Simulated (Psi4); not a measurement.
# S2F2 (Difluorodisulfane): MN15/pcseg-2 (sweep point 10)

What is the energy change on altering one bond length of S2F2 (Difluorodisulfane) at MN15/pcseg-2 (sweep point 10)? 

Program for the calculation: Psi4 1.11.

## 1. The system as given

S2F2: 4 atoms, total charge 0, spin state singlet. SMILES: `FSSF`. The shape is that of a PBE0-D4/def2-TZVP optimisation.

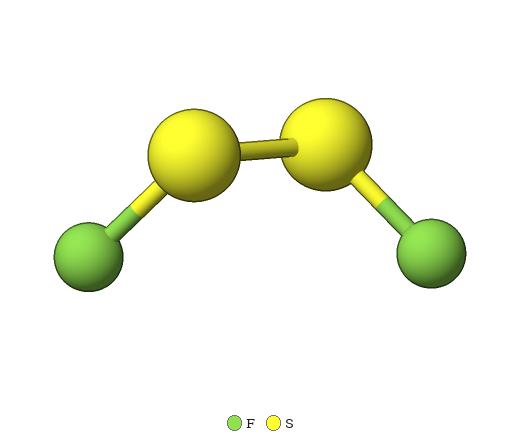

The structure, seen from a chosen angle (fluorine green, sulfur yellow).

## 2. The energy at MN15/pcseg-2 (sweep point 10)

Contents of f2s2.dat:

```
memory 1.6 GB

molecule m {
  0 1
  F     -1.783750    -0.199930    -0.621590
  S     -0.467670     0.764150    -0.632370
  S      1.044990    -0.276390    -0.184720
  F      1.206410    -0.287820     1.438680
  units angstrom
  symmetry c1
}

set {
  reference rks
  puream true
  scf_type pk
  dft_radial_points 99
  dft_spherical_points 590
}

energy("mn15/pcseg-2")
print_variables()
```

The run is started by

```console
psi4 -n 1 f2s2.dat f2s2.out
```

f2s2.out:

```text
[...]
  Running in c1 symmetry.
[...]
  Nuclear repulsion =  230.128319113788450
[...]
  Multiplicity = 1
[...]
  Nalpha       = 25
  Nbeta        = 25
[...]
    Number of basis functions: 128
[...]
   @RKS iter   1:  -995.76395652234839   -6.32143e-02   4.03429e-03 DIIS/ADIIS
[...]
   @RKS iter   8:  -995.83980506514320   -6.57129e-08   4.93765e-07 DIIS
[...]
    Orbital Energies [Eh]
    ---------------------
    Doubly Occupied:
       1A    -87.947939     2A    -87.947915     3A    -24.304272
       4A    -24.304270     5A     -7.826376     6A     -7.826077
       7A     -6.025073     8A     -6.024861     9A     -6.014862
      10A     -6.014246    11A     -6.005681    12A     -6.005679
      13A     -1.263757    14A     -1.258957    15A     -0.896177
      16A     -0.713489    17A     -0.601466    18A     -0.552459
      19A     -0.549866    20A     -0.524558    21A     -0.524059
      22A     -0.491225    23A     -0.406610    24A     -0.350916
      25A     -0.342313
[...]
  @RKS Final Energy:  -995.83980506514320
   => Energetics <=
    Nuclear Repulsion Energy =            230.1283191137884501
    One-Electron Energy =               -1836.2623570693365309
    Two-Electron Energy =                 651.4673663398529015
    DFT Exchange-Correlation Energy =     -41.1731334494479597
    Empirical Dispersion Energy =           0.0000000000000000
    VV10 Nonlocal Energy =                  0.0000000000000000
    Total Energy =                       -995.8398050651431959
[...]
 Multipole Moments:
 ------------------------------------------------------------------------------------
     Multipole            Electronic (a.u.)      Nuclear  (a.u.)        Total (a.u.)
 ------------------------------------------------------------------------------------
 L = 1.  Multiply by 2.5417464519 to convert [e a0] to [Debye]
 Dipole X            :         -0.3662049            0.6946095            0.3284046
 Dipole Y            :         -0.3094016            0.5868381            0.2774365
 Dipole Z            :          0.5183205           -0.9830746           -0.4647541
 Magnitude           :                                                    0.6331010
[...]
```

It took 41 s on 1 thread of Intel Xeon Platinum 8259CL at 2.50GHz (Skylake/Cascade Lake), shared host; peak memory 0.86 GiB.

## 3. The distorted shape

Contents of f2s2.in:

```
memory 1600 MB

molecule m {
  0 1
  F     -2.836604    -0.971187    -0.612966
  S     -0.467670     0.764150    -0.632370
  S      1.044990    -0.276390    -0.184720
  F      1.206410    -0.287820     1.438680
  units angstrom
  symmetry c1
}

set globals {
  puream               true
  scf_type             pk
  dft_radial_points    99
  dft_spherical_points 590
}

E, wfn = energy('mn15/pcseg-2', return_wfn=True)
```

The run is started by

```console
psi4 -n 1 f2s2.in f2s2.out
```

f2s2.out:

```text
[...]
  Running in c1 symmetry.
[...]
  Nuclear repulsion =  199.515548946766842
[...]
  Multiplicity = 1
[...]
  Nalpha       = 25
  Nbeta        = 25
[...]
    Number of basis functions: 128
[...]
   @RKS iter   1:  -995.40293334262947   -1.80841e-01   6.43815e-03 ADIIS/DIIS
[...]
   @RKS iter  14:  -995.71099493488009   -3.28876e-08   7.84912e-07 DIIS
[...]
    Orbital Energies [Eh]
    ---------------------
    Doubly Occupied:
       1A    -88.039570     2A    -87.970778     3A    -24.365034
       4A    -24.166146     5A     -7.912861     6A     -7.852330
       7A     -6.110237     8A     -6.099182     9A     -6.097368
      10A     -6.047554    11A     -6.043142    12A     -6.032128
      13A     -1.318876    14A     -1.046604    15A     -0.951772
      16A     -0.749499    17A     -0.610099    18A     -0.590654
      19A     -0.590555    20A     -0.477845    21A     -0.456000
      22A     -0.406948    23A     -0.347884    24A     -0.347239
      25A     -0.325726
[...]
  @RKS Final Energy:  -995.71099493488009
   => Energetics <=
    Nuclear Repulsion Energy =            199.5155489467668417
    One-Electron Energy =               -1774.4060760932295580
    Two-Electron Energy =                 620.2474346835888355
    DFT Exchange-Correlation Energy =     -41.0679024720061037
    Empirical Dispersion Energy =           0.0000000000000000
    VV10 Nonlocal Energy =                  0.0000000000000000
    Total Energy =                       -995.7109949348800910
[...]
 Multipole Moments:
 ------------------------------------------------------------------------------------
     Multipole            Electronic (a.u.)      Nuclear  (a.u.)        Total (a.u.)
 ------------------------------------------------------------------------------------
 L = 1.  Multiply by 2.5417464519 to convert [e a0] to [Debye]
 Dipole X            :          1.3629798            1.3279754            2.6909553
 Dipole Y            :          0.0297155            1.0508036            1.0805191
 Dipole Z            :          0.7973502           -0.9882625           -0.1909123
 Magnitude           :                                                    2.9060643
[...]
```

It took 48 s on 1 thread of Intel Xeon Platinum 8259CL at 2.50GHz (Skylake/Cascade Lake), shared host; peak memory 0.87 GiB.

## 4. What came out

At MN15/pcseg-2 (sweep point 10):

| quantity | value |
| --- | --- |
| first shape: total energy | -995.83981 Eh |
| first shape: dipole moment | 1.61 D |
| first shape: HOMO energy | -9.31 eV |
| first shape: LUMO energy | -0.92 eV |
| first shape: HOMO–LUMO gap | 8.39 eV |
| distorted shape: total energy | -995.71099 Eh |
| distorted shape: dipole moment | 7.39 D |
| distorted shape: HOMO energy | -8.86 eV |
| distorted shape: LUMO energy | -5.66 eV |
| distorted shape: HOMO–LUMO gap | 3.20 eV |
| energy change with the F1–S2 bond stretched from 1.631 to 2.937 Å | 3.505 eV |

What this shows: One bond (distorted shape) is far stretched, which a spin-restricted single reference describes badly; a broken-symmetry solution may lie lower. With the F1–S2 bond stretched from 1.631 to 2.937 Å the energy rises by 3.51 eV (81 kcal/mol). The first shape isn't relaxed at this level, so the change isn't measured from a minimum. A restricted reference can't describe the breaking bond well at this length.
